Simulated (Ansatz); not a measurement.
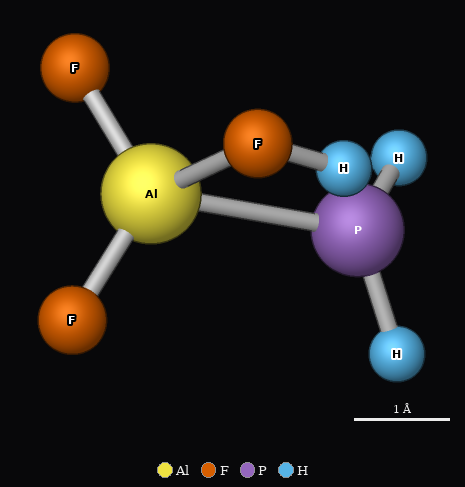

Fig. 1: The input geometry (ball-and-stick view, seen at a tilt). Sticks mark near contacts.

## AlPH₃F₃: molecular dynamics (part 1 of 3)

- system: AlPH₃F₃
- method: RHF/def2-SVP (Ansatz 0.2.0)

It belongs to a series of runs on one base structure; here: dynamics from the highest image of the converged band.

**The program's output**
```
Engine: ansatz 0.2.0, aarch64-unknown-linux-gnu
Functional definition: HF
  exchange = exact_x
  correlation = 0
918 factors; integrals over basis functions are off by at most 3.7e-4 eV
mean field evaluation 1: about -24008.9525 eV, gradient 4.3e1 eV
mean field evaluation 2: about -24008.9896 eV, gradient 4.4e1 eV
mean field evaluation 4: about -24012.7130 eV, gradient 2.3e0 eV
mean field evaluation 8: about -24012.7518 eV, gradient 1.4e-1 eV
mean field -24012.75194734 eV, -882.4523576369 hartree, gradient 3.6e-5 eV, S^2 0.000000; 0 other end points of the search recorded, 0 dependent functions left out
the calculation of the forces begins
reference -24012.75194734 eV, -882.4523576369 hartree; 29, 29 occupied and 64, 64 virtual orbitals, 918 factors
md step     0: t =     0.00 fs  T =   300.0 K  F+E_penalty+E_count = -24012.75194734 eV  E_kin = 0.232668 eV  conserved = -24012.51927934 eV  (36 SCF iters)
these checks for a lower state are left out or cut short: starts, cluster_reference, orbital_swaps, neighbouring_geometries, increment
918 factors; integrals over basis functions are off by at most 3.8e-4 eV
mean field evaluation 16: about -24012.7500 eV, gradient 6.2e-1 eV
mean field -24012.75061062 eV, -882.4523085132 hartree, gradient 6.6e-5 eV, S^2 0.000000; 0 other end points of the search recorded, 0 dependent functions left out
the calculation of the forces begins
reference -24012.75061062 eV, -882.4523085132 hartree; 29, 29 occupied and 64, 64 virtual orbitals, 918 factors
md step     1: t =     0.50 fs  T =   298.3 K  F+E_penalty+E_count = -24012.75061062 eV  E_kin = 0.231345 eV  conserved = -24012.51926581 eV  (34 SCF iters)
[... from here on the SCF iterations and repeated set-up lines of each step are left out, up to the last step ...]
md step     2: t =     1.00 fs  T =   293.4 K  F+E_penalty+E_count = -24012.74679364 eV  E_kin = 0.227561 eV  conserved = -24012.51923305 eV  (34 SCF iters)
md step     3: t =     1.50 fs  T =   286.0 K  F+E_penalty+E_count = -24012.74100483 eV  E_kin = 0.221817 eV  conserved = -24012.51918749 eV  (34 SCF iters)
md step     4: t =     2.00 fs  T =   277.0 K  F+E_penalty+E_count = -24012.73395947 eV  E_kin = 0.214823 eV  conserved = -24012.51913649 eV  (34 SCF iters)
md step     5: t =     2.50 fs  T =   267.4 K  F+E_penalty+E_count = -24012.72646256 eV  E_kin = 0.207376 eV  conserved = -24012.51908695 eV  (34 SCF iters)
md step     6: t =     3.00 fs  T =   258.2 K  F+E_penalty+E_count = -24012.71929838 eV  E_kin = 0.200254 eV  conserved = -24012.51904425 eV  (34 SCF iters)
md step     7: t =     3.50 fs  T =   250.3 K  F+E_penalty+E_count = -24012.71314451 eV  E_kin = 0.194133 eV  conserved = -24012.51901161 eV  (34 SCF iters)
md step     8: t =     4.00 fs  T =   244.4 K  F+E_penalty+E_count = -24012.70852060 eV  E_kin = 0.189531 eV  conserved = -24012.51899000 eV  (34 SCF iters)
md step     9: t =     4.50 fs  T =   240.9 K  F+E_penalty+E_count = -24012.70577435 eV  E_kin = 0.186796 eV  conserved = -24012.51897841 eV  (34 SCF iters)
md step    10: t =     5.00 fs  T =   240.0 K  F+E_penalty+E_count = -24012.70510051 eV  E_kin = 0.186126 eV  conserved = -24012.51897473 eV  (34 SCF iters)
md step    11: t =     5.50 fs  T =   241.9 K  F+E_penalty+E_count = -24012.70658061 eV  E_kin = 0.187604 eV  conserved = -24012.51897690 eV  (34 SCF iters)
md step    12: t =     6.00 fs  T =   246.6 K  F+E_penalty+E_count = -24012.71022249 eV  E_kin = 0.191237 eV  conserved = -24012.51898522 eV  (35 SCF iters)
md step    13: t =     6.50 fs  T =   254.0 K  F+E_penalty+E_count = -24012.71596861 eV  E_kin = 0.196964 eV  conserved = -24012.51900437 eV  (34 SCF iters)
md step    14: t =     7.00 fs  T =   263.8 K  F+E_penalty+E_count = -24012.72364033 eV  E_kin = 0.204595 eV  conserved = -24012.51904490 eV  (32 SCF iters)
md step    15: t =     7.50 fs  T =   275.5 K  F+E_penalty+E_count = -24012.73279969 eV  E_kin = 0.213678 eV  conserved = -24012.51912125 eV  (32 SCF iters)
md step    16: t =     8.00 fs  T =   287.9 K  F+E_penalty+E_count = -24012.74256225 eV  E_kin = 0.223319 eV  conserved = -24012.51924290 eV  (32 SCF iters)
md step    17: t =     8.50 fs  T =   299.3 K  F+E_penalty+E_count = -24012.75149458 eV  E_kin = 0.232098 eV  conserved = -24012.51939707 eV  (34 SCF iters)
md step    18: t =     9.00 fs  T =   307.3 K  F+E_penalty+E_count = -24012.75784862 eV  E_kin = 0.238320 eV  conserved = -24012.51952846 eV  (33 SCF iters)
md step    19: t =     9.50 fs  T =   310.6 K  F+E_penalty+E_count = -24012.76039889 eV  E_kin = 0.240860 eV  conserved = -24012.51953899 eV  (33 SCF iters)
md step    20: t =    10.00 fs  T =   310.1 K  F+E_penalty+E_count = -24012.75982027 eV  E_kin = 0.240477 eV  conserved = -24012.51934277 eV  (34 SCF iters)
md step    21: t =    10.50 fs  T =   310.5 K  F+E_penalty+E_count = -24012.75975970 eV  E_kin = 0.240785 eV  conserved = -24012.51897496 eV  (56 SCF iters)
md step    22: t =    11.00 fs  T =   319.0 K  F+E_penalty+E_count = -24012.76608029 eV  E_kin = 0.247424 eV  conserved = -24012.51865608 eV  (34 SCF iters)
md step    23: t =    11.50 fs  T =   341.5 K  F+E_penalty+E_count = -24012.78354138 eV  E_kin = 0.264874 eV  conserved = -24012.51866726 eV  (34 SCF iters)
md step    24: t =    12.00 fs  T =   377.4 K  F+E_penalty+E_count = -24012.81181686 eV  E_kin = 0.292729 eV  conserved = -24012.51908739 eV  (34 SCF iters)
md step    25: t =    12.50 fs  T =   418.8 K  F+E_penalty+E_count = -24012.84449904 eV  E_kin = 0.324811 eV  conserved = -24012.51968782 eV  (34 SCF iters)
md step    26: t =    13.00 fs  T =   454.3 K  F+E_penalty+E_count = -24012.87247190 eV  E_kin = 0.352341 eV  conserved = -24012.52013047 eV  (32 SCF iters)
md step    27: t =    13.50 fs  T =   475.4 K  F+E_penalty+E_count = -24012.88890886 eV  E_kin = 0.368684 eV  conserved = -24012.52022512 eV  (32 SCF iters)
md step    28: t =    14.00 fs  T =   479.9 K  F+E_penalty+E_count = -24012.89222326 eV  E_kin = 0.372227 eV  conserved = -24012.51999587 eV  (32 SCF iters)
md step    29: t =    14.50 fs  T =   472.3 K  F+E_penalty+E_count = -24012.88587150 eV  E_kin = 0.366288 eV  conserved = -24012.51958315 eV  (32 SCF iters)
md step    30: t =    15.00 fs  T =   460.5 K  F+E_penalty+E_count = -24012.87629200 eV  E_kin = 0.357155 eV  conserved = -24012.51913657 eV  (33 SCF iters)
md step    31: t =    15.50 fs  T =   453.6 K  F+E_penalty+E_count = -24012.87056187 eV  E_kin = 0.351792 eV  conserved = -24012.51877023 eV  (33 SCF iters)
md step    32: t =    16.00 fs  T =   459.0 K  F+E_penalty+E_count = -24012.87452390 eV  E_kin = 0.355959 eV  conserved = -24012.51856540 eV  (33 SCF iters)
md step    33: t =    16.50 fs  T =   480.7 K  F+E_penalty+E_count = -24012.89142119 eV  E_kin = 0.372834 eV  conserved = -24012.51858733 eV  (34 SCF iters)
md step    34: t =    17.00 fs  T =   518.3 K  F+E_penalty+E_count = -24012.92085812 eV  E_kin = 0.401973 eV  conserved = -24012.51888543 eV  (34 SCF iters)
md step    35: t =    17.50 fs  T =   565.6 K  F+E_penalty+E_count = -24012.95812043 eV  E_kin = 0.438659 eV  conserved = -24012.51946152 eV  (34 SCF iters)
md step    36: t =    18.00 fs  T =   611.4 K  F+E_penalty+E_count = -24012.99437281 eV  E_kin = 0.474177 eV  conserved = -24012.52019629 eV  (34 SCF iters)
md step    37: t =    18.50 fs  T =   642.2 K  F+E_penalty+E_count = -24013.01880635 eV  E_kin = 0.498035 eV  conserved = -24012.52077133 eV  (33 SCF iters)
md step    38: t =    19.00 fs  T =   648.5 K  F+E_penalty+E_count = -24013.02369312 eV  E_kin = 0.502971 eV  conserved = -24012.52072252 eV  (33 SCF iters)
md step    39: t =    19.50 fs  T =   633.5 K  F+E_penalty+E_count = -24013.01112984 eV  E_kin = 0.491321 eV  conserved = -24012.51980923 eV  (33 SCF iters)
md step    40: t =    20.00 fs  T =   615.4 K  F+E_penalty+E_count = -24012.99580726 eV  E_kin = 0.477268 eV  conserved = -24012.51853962 eV  (34 SCF iters)
md step    41: t =    20.50 fs  T =   617.4 K  F+E_penalty+E_count = -24012.99684609 eV  E_kin = 0.478824 eV  conserved = -24012.51802199 eV  (33 SCF iters)
md step    42: t =    21.00 fs  T =   648.6 K  F+E_penalty+E_count = -24013.02182913 eV  E_kin = 0.503040 eV  conserved = -24012.51878871 eV  (33 SCF iters)
md step    43: t =    21.50 fs  T =   695.4 K  F+E_penalty+E_count = -24013.05940029 eV  E_kin = 0.539291 eV  conserved = -24012.52010949 eV  (32 SCF iters)
md step    44: t =    22.00 fs  T =   733.2 K  F+E_penalty+E_count = -24013.08957532 eV  E_kin = 0.568677 eV  conserved = -24012.52089872 eV  (32 SCF iters)
md step    45: t =    22.50 fs  T =   746.4 K  F+E_penalty+E_count = -24013.09962399 eV  E_kin = 0.578841 eV  conserved = -24012.52078311 eV  (33 SCF iters)
md step    46: t =    23.00 fs  T =   735.3 K  F+E_penalty+E_count = -24013.09035989 eV  E_kin = 0.570277 eV  conserved = -24012.52008301 eV  (32 SCF iters)
md step    47: t =    23.50 fs  T =   712.7 K  F+E_penalty+E_count = -24013.07201832 eV  E_kin = 0.552740 eV  conserved = -24012.51927793 eV  (32 SCF iters)
md step    48: t =    24.00 fs  T =   694.1 K  F+E_penalty+E_count = -24013.05702198 eV  E_kin = 0.538322 eV  conserved = -24012.51869977 eV  (33 SCF iters)
md step    49: t =    24.50 fs  T =   691.2 K  F+E_penalty+E_count = -24013.05454260 eV  E_kin = 0.536031 eV  conserved = -24012.51851119 eV  (34 SCF iters)
md step    50: t =    25.00 fs  T =   707.7 K  F+E_penalty+E_count = -24013.06764627 eV  E_kin = 0.548876 eV  conserved = -24012.51877044 eV  (33 SCF iters)
md step    51: t =    25.50 fs  T =   738.6 K  F+E_penalty+E_count = -24013.09228667 eV  E_kin = 0.572834 eV  conserved = -24012.51945249 eV  (33 SCF iters)
md step    52: t =    26.00 fs  T =   770.4 K  F+E_penalty+E_count = -24013.11790777 eV  E_kin = 0.597521 eV  conserved = -24012.52038665 eV  (33 SCF iters)
md step    53: t =    26.50 fs  T =   785.7 K  F+E_penalty+E_count = -24013.13053692 eV  E_kin = 0.609381 eV  conserved = -24012.52115639 eV  (33 SCF iters)
md step    54: t =    27.00 fs  T =   771.6 K  F+E_penalty+E_count = -24013.11957321 eV  E_kin = 0.598431 eV  conserved = -24012.52114245 eV  (33 SCF iters)
md step    55: t =    27.50 fs  T =   731.0 K  F+E_penalty+E_count = -24013.08695593 eV  E_kin = 0.566958 eV  conserved = -24012.51999831 eV  (54 SCF iters)
md step    56: t =    28.00 fs  T =   687.1 K  F+E_penalty+E_count = -24013.05125150 eV  E_kin = 0.532863 eV  conserved = -24012.51838831 eV  (33 SCF iters)
md step    57: t =    28.50 fs  T =   669.3 K  F+E_penalty+E_count = -24013.03683980 eV  E_kin = 0.519047 eV  conserved = -24012.51779306 eV  (33 SCF iters)
md step    58: t =    29.00 fs  T =   688.1 K  F+E_penalty+E_count = -24013.05252586 eV  E_kin = 0.533684 eV  conserved = -24012.51884230 eV  (33 SCF iters)
md step    59: t =    29.50 fs  T =   725.0 K  F+E_penalty+E_count = -24013.08276385 eV  E_kin = 0.562306 eV  conserved = -24012.52045776 eV  (33 SCF iters)
md step    60: t =    30.00 fs  T =   749.9 K  F+E_penalty+E_count = -24013.10283817 eV  E_kin = 0.581575 eV  conserved = -24012.52126292 eV  (33 SCF iters)
md step    61: t =    30.50 fs  T =   745.6 K  F+E_penalty+E_count = -24013.09917325 eV  E_kin = 0.578232 eV  conserved = -24012.52094099 eV  (33 SCF iters)
md step    62: t =    31.00 fs  T =   715.9 K  F+E_penalty+E_count = -24013.07521787 eV  E_kin = 0.555210 eV  conserved = -24012.52000803 eV  (33 SCF iters)
md step    63: t =    31.50 fs  T =   677.5 K  F+E_penalty+E_count = -24013.04452365 eV  E_kin = 0.525453 eV  conserved = -24012.51907082 eV  (33 SCF iters)
md step    64: t =    32.00 fs  T =   648.5 K  F+E_penalty+E_count = -24013.02143316 eV  E_kin = 0.502937 eV  conserved = -24012.51849656 eV  (33 SCF iters)
md step    65: t =    32.50 fs  T =   640.2 K  F+E_penalty+E_count = -24013.01492863 eV  E_kin = 0.496492 eV  conserved = -24012.51843620 eV  (33 SCF iters)
md step    66: t =    33.00 fs  T =   653.7 K  F+E_penalty+E_count = -24013.02590750 eV  E_kin = 0.506997 eV  conserved = -24012.51891001 eV  (33 SCF iters)
md step    67: t =    33.50 fs  T =   679.5 K  F+E_penalty+E_count = -24013.04684362 eV  E_kin = 0.527031 eV  conserved = -24012.51981236 eV  (33 SCF iters)
md step    68: t =    34.00 fs  T =   700.1 K  F+E_penalty+E_count = -24013.06379000 eV  E_kin = 0.542968 eV  conserved = -24012.52082169 eV  (33 SCF iters)
md step    69: t =    34.50 fs  T =   697.0 K  F+E_penalty+E_count = -24013.06189128 eV  E_kin = 0.540558 eV  conserved = -24012.52133325 eV  (33 SCF iters)
md step    70: t =    35.00 fs  T =   662.9 K  F+E_penalty+E_count = -24013.03483742 eV  E_kin = 0.514124 eV  conserved = -24012.52071372 eV  (33 SCF iters)
md step    71: t =    35.50 fs  T =   611.9 K  F+E_penalty+E_count = -24012.99365779 eV  E_kin = 0.474582 eV  conserved = -24012.51907614 eV  (33 SCF iters)
md step    72: t =    36.00 fs  T =   574.9 K  F+E_penalty+E_count = -24012.96366280 eV  E_kin = 0.445893 eV  conserved = -24012.51776966 eV  (33 SCF iters)
md step    73: t =    36.50 fs  T =   575.2 K  F+E_penalty+E_count = -24012.96423747 eV  E_kin = 0.446072 eV  conserved = -24012.51816511 eV  (33 SCF iters)
md step    74: t =    37.00 fs  T =   605.6 K  F+E_penalty+E_count = -24012.98952784 eV  E_kin = 0.469674 eV  conserved = -24012.51985368 eV  (33 SCF iters)
md step    75: t =    37.50 fs  T =   635.6 K  F+E_penalty+E_count = -24013.01415810 eV  E_kin = 0.492955 eV  conserved = -24012.52120349 eV  (33 SCF iters)
md step    76: t =    38.00 fs  T =   638.7 K  F+E_penalty+E_count = -24013.01662935 eV  E_kin = 0.495318 eV  conserved = -24012.52131123 eV  (33 SCF iters)
md step    77: t =    38.50 fs  T =   610.1 K  F+E_penalty+E_count = -24012.99360513 eV  E_kin = 0.473136 eV  conserved = -24012.52046962 eV  (33 SCF iters)
md step    78: t =    39.00 fs  T =   564.0 K  F+E_penalty+E_count = -24012.95680264 eV  E_kin = 0.437421 eV  conserved = -24012.51938144 eV  (33 SCF iters)
md step    79: t =    39.50 fs  T =   521.0 K  F+E_penalty+E_count = -24012.92265103 eV  E_kin = 0.404086 eV  conserved = -24012.51856458 eV  (33 SCF iters)
md step    80: t =    40.00 fs  T =   497.2 K  F+E_penalty+E_count = -24012.90389660 eV  E_kin = 0.385633 eV  conserved = -24012.51826380 eV  (33 SCF iters)
md step    81: t =    40.50 fs  T =   498.7 K  F+E_penalty+E_count = -24012.90529426 eV  E_kin = 0.386748 eV  conserved = -24012.51854655 eV  (33 SCF iters)
md step    82: t =    41.00 fs  T =   519.6 K  F+E_penalty+E_count = -24012.92236463 eV  E_kin = 0.403014 eV  conserved = -24012.51935013 eV  (33 SCF iters)
md step    83: t =    41.50 fs  T =   544.4 K  F+E_penalty+E_count = -24012.94260900 eV  E_kin = 0.422190 eV  conserved = -24012.52041863 eV  (33 SCF iters)
md step    84: t =    42.00 fs  T =   552.9 K  F+E_penalty+E_count = -24012.95001736 eV  E_kin = 0.428814 eV  conserved = -24012.52120326 eV  (33 SCF iters)
md step    85: t =    42.50 fs  T =   532.4 K  F+E_penalty+E_count = -24012.93389671 eV  E_kin = 0.412911 eV  conserved = -24012.52098576 eV  (33 SCF iters)
md step    86: t =    43.00 fs  T =   489.7 K  F+E_penalty+E_count = -24012.89931670 eV  E_kin = 0.379772 eV  conserved = -24012.51954444 eV  (33 SCF iters)
md step    87: t =    43.50 fs  T =   452.7 K  F+E_penalty+E_count = -24012.86905227 eV  E_kin = 0.351126 eV  conserved = -24012.51792580 eV  (32 SCF iters)
md step    88: t =    44.00 fs  T =   450.7 K  F+E_penalty+E_count = -24012.86730967 eV  E_kin = 0.349541 eV  conserved = -24012.51776881 eV  (54 SCF iters)
md step    89: t =    44.50 fs  T =   486.2 K  F+E_penalty+E_count = -24012.89637556 eV  E_kin = 0.377112 eV  conserved = -24012.51926355 eV  (34 SCF iters)
md step    90: t =    45.00 fs  T =   532.7 K  F+E_penalty+E_count = -24012.93398880 eV  E_kin = 0.413111 eV  conserved = -24012.52087779 eV  (34 SCF iters)
md step    91: t =    45.50 fs  T =   559.2 K  F+E_penalty+E_count = -24012.95502065 eV  E_kin = 0.433687 eV  conserved = -24012.52133410 eV  (34 SCF iters)
md step    92: t =    46.00 fs  T =   554.7 K  F+E_penalty+E_count = -24012.95084217 eV  E_kin = 0.430184 eV  conserved = -24012.52065793 eV  (34 SCF iters)
md step    93: t =    46.50 fs  T =   529.7 K  F+E_penalty+E_count = -24012.93036290 eV  E_kin = 0.410817 eV  conserved = -24012.51954638 eV  (34 SCF iters)
md step    94: t =    47.00 fs  T =   504.8 K  F+E_penalty+E_count = -24012.91012485 eV  E_kin = 0.391514 eV  conserved = -24012.51861064 eV  (34 SCF iters)
md step    95: t =    47.50 fs  T =   498.3 K  F+E_penalty+E_count = -24012.90462695 eV  E_kin = 0.386458 eV  conserved = -24012.51816930 eV  (33 SCF iters)
md step    96: t =    48.00 fs  T =   519.0 K  F+E_penalty+E_count = -24012.92082865 eV  E_kin = 0.402498 eV  conserved = -24012.51833024 eV  (33 SCF iters)
md step    97: t =    48.50 fs  T =   563.6 K  F+E_penalty+E_count = -24012.95616599 eV  E_kin = 0.437102 eV  conserved = -24012.51906440 eV  (33 SCF iters)
```
